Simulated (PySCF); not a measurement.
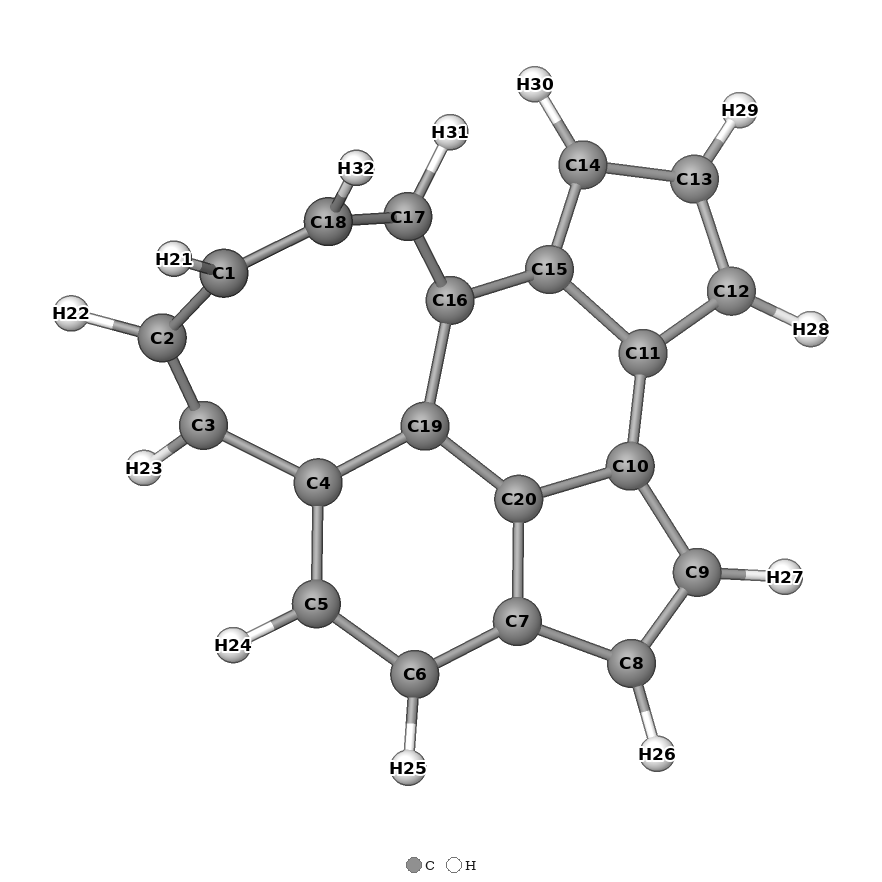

The geometry was computed by an optimisation with GFN2-xTB. No frequency run is at hand to confirm it as a minimum. Level of theory: delta-SCF UKS SCAN, pcX-2 on the ionised atom, pcseg-1 elsewhere, spin-free X2C (atomic blocks) (PySCF 2.14.0).

Give the core-electron binding energies (to vacuum) of C11 1s, C13 1s.

```tsv
atom	level	binding energy (eV)
C11	1s	289.7
C13	1s	289.2
```
